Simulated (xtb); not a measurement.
## C$_{2}$H$_{7}$NSi: frequency calculation (part 2 of 2)

The same run, continued: C$_{2}$H$_{7}$NSi; GFN0-xTB (xtb 6.7.1). The geometry was optimised with GFN0-xTB.

Geometry of the input (Å):
```
N  -1.3346  0.8684  -0.2848
C  0.0592  0.5563  -0.0934
C  0.2943  -0.5480  0.9928
Si 0.8850  -0.9996  -0.7005
H  -1.5071  1.3559  -1.1540
H  -1.7279  1.4013  0.4831
H  0.6965  1.4283  0.0637
H  0.9409  -0.2610  1.8148
H  -0.6333  -0.9905  1.3428
H  2.2799  -0.9304  -0.9952
H  0.1123  -1.9376  -1.4488
```

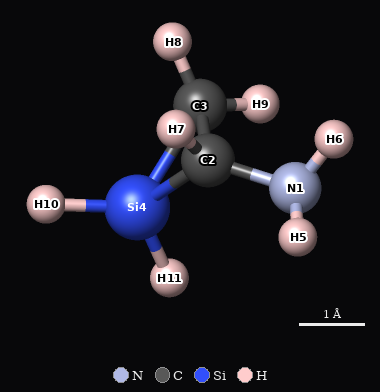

Figure 1. The structure (ball-and-stick view, seen at a tilt; atoms are numbered from 1 in the order of the input).

The program's output, continued:
```
 ---------------------------------------------------------------------------

Topologies differ in total number of bonds
Writing topology from bond orders to xtbtopo.mol

 dipole moment from electron density (au)
     X       Y       Z
   0.5409   0.1049  -0.4177  total (Debye):    1.757

           -------------------------------------------------
          |               Frequency Printout                |
           -------------------------------------------------
 projected vibrational frequencies (cm⁻¹)
eigval :       -0.00    -0.00    -0.00     0.00     0.00     0.00
eigval :      166.87   181.24   322.06   380.87   429.66   507.90
eigval :      562.69   587.59   633.02   764.01   777.99   818.22
eigval :      852.01   956.90  1046.78  1097.37  1165.88  1270.13
eigval :     1357.88  1482.04  2260.09  2290.70  3035.52  3092.55
eigval :     3130.03  3368.69  3437.06
 reduced masses (amu)
   1: 15.09   2: 13.45   3: 15.87   4: 16.13   5: 15.09   6: 17.05   7: 11.12   8:  2.11
   9:  7.24  10:  2.39  11:  5.37  12:  5.27  13:  6.19  14:  8.07  15: 16.02  16:  3.71
  17:  1.90  18:  5.64  19:  5.63  20:  5.38  21:  4.92  22:  4.48  23:  4.84  24:  9.26
  25:  2.41  26:  2.27  27:  2.21  28:  1.45  29:  1.78  30:  1.50  31:  2.08  32:  1.59
  33:  2.01
 IR intensities (km·mol⁻¹)
   1:  0.22   2:  0.26   3:  0.18   4:  0.26   5:  1.36   6:  0.57   7:  3.57   8: 35.41
Molecule has no symmetry elements
It seems to be the C1 point group
   9:  6.10  10:  0.83  11:  7.59  12: 19.66  13:  0.71  14:  7.41  15:  0.74  16:148.74
  17: 15.08  18: 17.93  19:  3.11  20: 16.19  21:  6.44  22: 13.24  23:  0.79  24:  0.63
  25:  7.35  26: 43.24  27: 12.03  28: 36.46  29:  0.29  30:  3.31  31:  0.80  32: 45.18
  33:  7.73
 Raman intensities (Ä⁴*amu⁻¹)
   1:  0.00   2:  0.00   3:  0.00   4:  0.00   5:  0.00   6:  0.00   7:  0.00   8:  0.00
   9:  0.00  10:  0.00  11:  0.00  12:  0.00  13:  0.00  14:  0.00  15:  0.00  16:  0.00
  17:  0.00  18:  0.00  19:  0.00  20:  0.00  21:  0.00  22:  0.00  23:  0.00  24:  0.00
  25:  0.00  26:  0.00  27:  0.00  28:  0.00  29:  0.00  30:  0.00  31:  0.00  32:  0.00
  33:  0.00
 output can be read by thermo (or use thermo option).
 writing <g98.out> molden fake output.
 recommended (thermochemical) frequency scaling factor: 1.0
           -------------------------------------------------
          |             Thermodynamic Functions             |
           -------------------------------------------------

c1  symmetry found (for desy threshold:  0.10E+00) used in thermo

          ...................................................
          :                      SETUP                      :
          :.................................................:
          :  # frequencies                          27      :
          :  # imaginary freq.                       0      :
          :  linear?                             false      :
          :  only rotor calc.                    false      :
          :  symmetry                               c1      :
          :  rotational number                       1      :
          :  scaling factor                  1.0000000      :
          :  rotor cutoff                   50.0000000 cm⁻¹ :
          :  imag. cutoff                  -20.0000000 cm⁻¹ :
          :.................................................:

    mode    ω/cm⁻¹     T·S(HO)/kcal·mol⁻¹    T·S(FR)/kcal·mol⁻¹   T·S(vib)
   ------------------------------------------------------------------------
       1    166.87    -1.73200 ( 99.20%)    -1.42945 (  0.80%)    -1.72958
       2    181.24    -1.65163 ( 99.42%)    -1.38845 (  0.58%)    -1.65011
   ------------------------------------------------------------------------

   temp. (K)  partition function   enthalpy   heat capacity  entropy
                                   cal/mol     cal/K/mol   cal/K/mol   J/K/mol
  50.00  VIB   1.01                    6.895      0.712      0.171
         ROT  0.433E+04              149.044      2.981     19.622
         INT  0.439E+04              155.940      3.693     19.793
         TR   0.416E+26              248.407      4.968     29.903
         TOT                         404.3471     8.6607    49.6960   207.9282

   temp. (K)  partition function   enthalpy   heat capacity  entropy
                                   cal/mol     cal/K/mol   cal/K/mol   J/K/mol
 100.00  VIB   1.21                  107.058      3.417      1.455
         ROT  0.123E+05              298.089      2.981     21.689
         INT  0.148E+05              405.147      6.398     23.143
         TR   0.118E+27              496.815      4.968     33.345
         TOT                         901.9619    11.3659    56.4878   236.3451

   temp. (K)  partition function   enthalpy   heat capacity  entropy
                                   cal/mol     cal/K/mol   cal/K/mol   J/K/mol
 200.00  VIB   2.65                  780.522     10.221      5.847
         ROT  0.347E+05              596.178      2.981     23.755
         INT  0.920E+05             1376.700     13.201     29.602
         TR   0.333E+27              993.630      4.968     36.787
         TOT                        2370.3305    18.1696    66.3880   277.7675

   temp. (K)  partition function   enthalpy   heat capacity  entropy
                                   cal/mol     cal/K/mol   cal/K/mol   J/K/mol
 300.00  VIB   8.01                 2150.095     16.995     11.302
         ROT  0.637E+05              894.267      2.981     24.963
         INT  0.510E+06             3044.362     19.975     36.266
         TR   0.611E+27             1490.445      4.968     38.800
         TOT                        4534.8069    24.9436    75.0655   314.0740

   temp. (K)  partition function   enthalpy   heat capacity  entropy
                                   cal/mol     cal/K/mol   cal/K/mol   J/K/mol
 400.00  VIB   28.2                 4140.280     22.558     16.985
         ROT  0.980E+05             1192.356      2.981     25.821
         INT  0.277E+07             5332.636     25.538     42.806
         TR   0.941E+27             1987.260      4.968     40.228
         TOT                        7319.8961    30.5066    83.0348   347.4176

   temp. (K)  partition function   enthalpy   heat capacity  entropy
                                   cal/mol     cal/K/mol   cal/K/mol   J/K/mol
 500.00  VIB   106.                 6622.691     26.881     22.504
         ROT  0.137E+06             1490.445      2.981     26.486
         INT  0.145E+08             8113.136     29.862     48.990
         TR   0.132E+28             2484.075      4.968     41.337
         TOT                       10597.2109    34.8302    90.3263   377.9253

       T/K    H(0)-H(T)+PV         H(T)/Eh          T*S/Eh         G(T)/Eh
   ------------------------------------------------------------------------
     50.00    0.644368E-03    0.826032E-01    0.395978E-02    0.786434E-01
    100.00    0.143737E-02    0.833962E-01    0.900191E-02    0.743942E-01
    200.00    0.377736E-02    0.857361E-01    0.211592E-01    0.645769E-01
    300.00    0.722667E-02    0.891855E-01    0.358873E-01    0.532981E-01
    400.00    0.116650E-01    0.936238E-01    0.529297E-01    0.406940E-01
    500.00    0.168877E-01    0.988465E-01    0.719721E-01    0.268744E-01 (used)
   ------------------------------------------------------------------------

         :::::::::::::::::::::::::::::::::::::::::::::::::::::
         ::                  THERMODYNAMIC                  ::
         :::::::::::::::::::::::::::::::::::::::::::::::::::::
         :: total free energy         -12.779853961968 Eh   ::
         ::.................................................::
         :: total energy              -12.806728403753 Eh   ::
         :: zero point energy           0.081958785141 Eh   ::
         :: G(RRHO) w/o ZPVE           -0.055084343356 Eh   ::
         :: G(RRHO) contrib.            0.026874441785 Eh   ::
         :::::::::::::::::::::::::::::::::::::::::::::::::::::

           -------------------------------------------------
          | TOTAL ENERGY              -12.806728403753 Eh   |
          | TOTAL ENTHALPY            -12.707881888030 Eh   |
          | TOTAL FREE ENERGY         -12.779853961968 Eh   |
          | GRADIENT NORM               0.000075035332 Eh/α |
          | HOMO-LUMO GAP               3.928212904364 eV   |
           -------------------------------------------------

------------------------------------------------------------------------
------------------------------------------------------------------------
 total:
 *  cpu-time:     0 d,  0 h,  0 min,  0.077 sec
 * ratio c/w:     1.000 speedup
 SCF:
 *  cpu-time:     0 d,  0 h,  0 min,  0.001 sec
 * ratio c/w:     0.999 speedup
 analytical hessian:
 *  cpu-time:     0 d,  0 h,  0 min,  0.070 sec
 * ratio c/w:     1.000 speedup
```

File vibspectrum:
```
$vibrational spectrum
#  mode     symmetry     wave number   IR intensity    selection rules
#                         cm**(-1)      (km*mol⁻¹)        IR
     1                      -0.00         0.00000          -
     2                      -0.00         0.00000          -
     3                      -0.00         0.00000          -
     4                       0.00         0.00000          -
     5                       0.00         0.00000          -
     6                       0.00         0.00000          -
     7        a            166.87         3.57099         YES
     8        a            181.24        35.41444         YES
     9        a            322.06         6.09793         YES
    10        a            380.87         0.83150         YES
    11        a            429.66         7.59363         YES
    12        a            507.90        19.65752         YES
    13        a            562.69         0.71391         YES
    14        a            587.59         7.41262         YES
    15        a            633.02         0.74334         YES
    16        a            764.01       148.73815         YES
    17        a            777.99        15.07683         YES
    18        a            818.22        17.93081         YES
    19        a            852.01         3.11017         YES
    20        a            956.90        16.19295         YES
    21        a           1046.78         6.44461         YES
    22        a           1097.37        13.24054         YES
    23        a           1165.88         0.78543         YES
    24        a           1270.13         0.62760         YES
    25        a           1357.88         7.35419         YES
    26        a           1482.04        43.23711         YES
    27        a           2260.09        12.02551         YES
    28        a           2290.70        36.46305         YES
    29        a           3035.52         0.29293         YES
    30        a           3092.55         3.31105         YES
    31        a           3130.03         0.80272         YES
    32        a           3368.69        45.17779         YES
    33        a           3437.06         7.73384         YES
$end
```

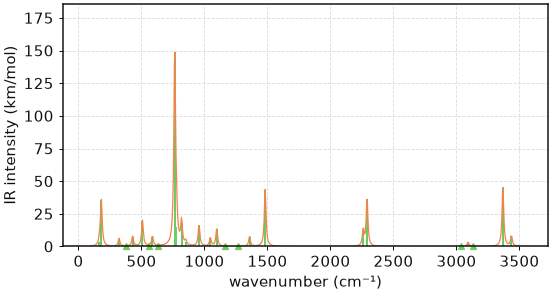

Figure 2. Harmonic infrared spectrum, unscaled: sticks (degenerate modes added up, dark ones marked on the axis) with a Lorentzian envelope of 16 cm⁻¹ full width, scaled to the tallest stick. 27 modes from 167 to 3437 cm⁻¹, none imaginary. The strongest line is at 764 cm⁻¹ (149 km/mol).

Key numbers:

| quantity | value |
| --- | --- |
| outcome | converged |
| electrons treated | 24 |
| total energy | −12.806728 hartree |
| dispersion energy | −0.002504 hartree |
| basis functions | 36 |
| HOMO | −10.66 eV |
| LUMO | −6.74 eV |
| zero-point energy | 0.081959 hartree |
| dipole moment | 1.76 D |
| wavenumbers, lowest and highest | 167 and 3437 cm⁻¹ |
| hardware | 1 thread of AMD EPYC (Zen 5), 16 GiB of memory available, shared host |
| peak memory | 0.071 GiB |
